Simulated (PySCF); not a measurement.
## Electronic structure of C4H10NSi2 (doublet) in real space

```xyz
17

C    -2.1868   -1.0776   -0.5841
C    -1.3367   -0.4819    0.4732
Si    0.2485    0.3931    0.1524
C     0.7764    1.4355    1.6567
Si    2.0001   -0.9334   -0.6662
C    -0.1226    1.6157   -1.2283
N    -0.3381    2.3265   -2.1014
H    -1.8987   -0.7327   -1.5741
H    -2.1269   -2.1708   -0.5662
H    -3.2363   -0.8245   -0.4166
H    -1.6187   -0.7458    1.4840
H    -0.0014    2.1296    1.9610
H     1.0011    0.7948    2.5043
H     1.6683    2.0155    1.4380
H     1.5652   -1.6791   -1.8490
H     2.4237   -1.9123    0.3403
H     3.1757   -0.1406   -1.0339
```

Geometry: GFN2-xTB.

The calculation used UKS B3LYP, pcH-1 on C H N Si, non-relativistic, mean-field spin-orbit, GIAO in PySCF.

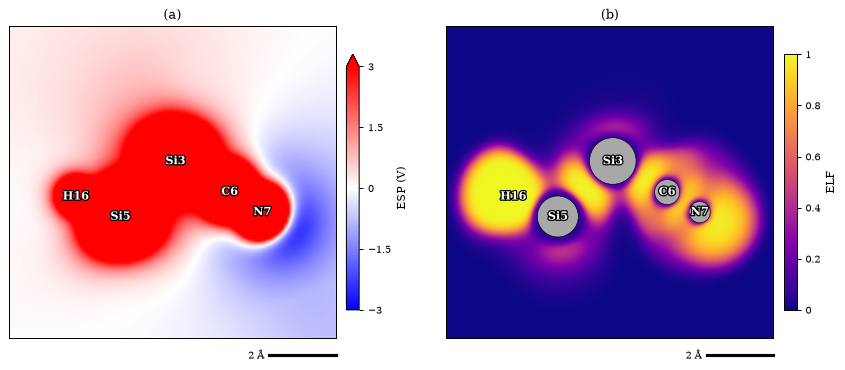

Figure 1. (a) molecular electrostatic potential; (b) electron localisation function on the plane of atoms Si3, Si5 and H16. Grey discs cover the atomic cores in the ELF map.

Describe what can be read from this map.

- The section cuts through Si, C, N and H sites.
- C–N (1.15 Å): the ELF peaks at about 0.85 between the atoms; a short, multiple covalent bond.
- Si–Si (2.34 Å): the ELF peaks at about 1 between the atoms; a covalent bond.
- C–Si (1.88 Å): the ELF peaks at about 1 between the atoms; a shared electron pair.
- Si–H (1.47 Å): the ELF climbs to about 1 towards the hydrogen, as it does in any bond to H.
- The ELF also peaks beside N7, away from the bonds: non-bonding electrons, paired or unpaired.
- Outside the dense part of the molecule the potential is most negative (−2.4 V) near N7.

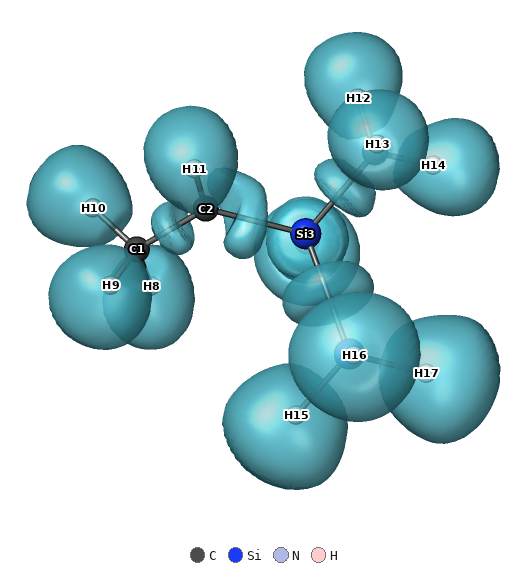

Figure 2. Isosurface of the ELF at 0.8 (cyan), seen at a tilt. Only the valence region is drawn (cores and ρ < 0.01 e/Å³ removed).

Describe the localisation domains.

At this value the surface marks out one region between bonded C–C atoms (shared pairs), one region between bonded C–N atoms (shared pairs), three regions between bonded C–Si atoms (shared pairs), one region between bonded Si–Si atoms (shared pairs), ten regions around hydrogen nuclei and one lobe on N, pointing away from the bonds (non-bonding electrons).


 C–C (1.48 Å): the ELF peaks at about 0.95 between the atoms, as expected for a covalent bond.

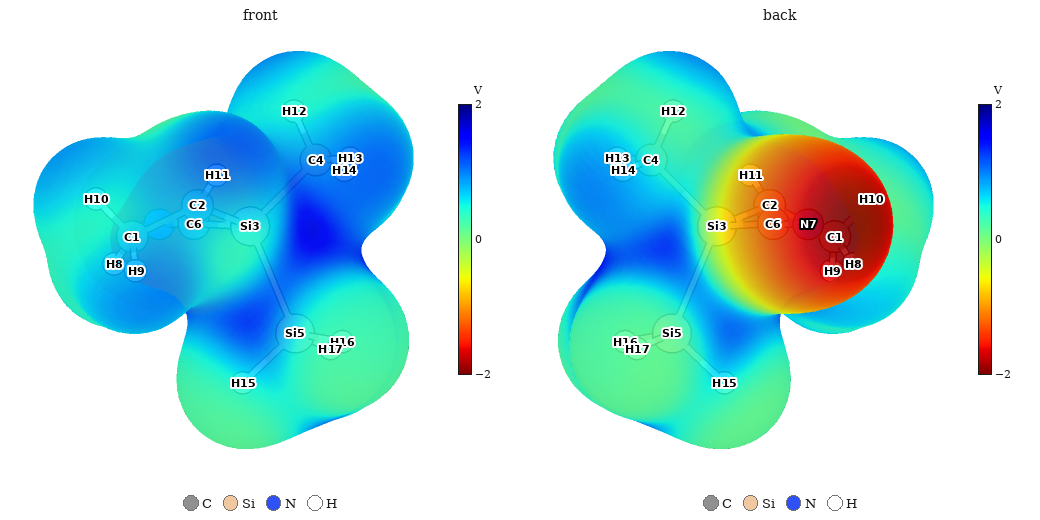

Figure 3. The electrostatic potential painted on the density surface at 0.002 e/bohr³, seen from the front and from behind; red is negative and blue positive.

Which sites attract a positive test charge, and which a negative one?

A positive charge is drawn to the negative regions and a negative charge to the positive ones. The most negative region (about −1.9 V, or −44 kcal/mol for a unit charge) lies over N7, the most positive (about +1.4 V, or +32 kcal/mol for a unit charge) over Si3 and Si5. N7 is the likeliest acceptor of a hydrogen bond.
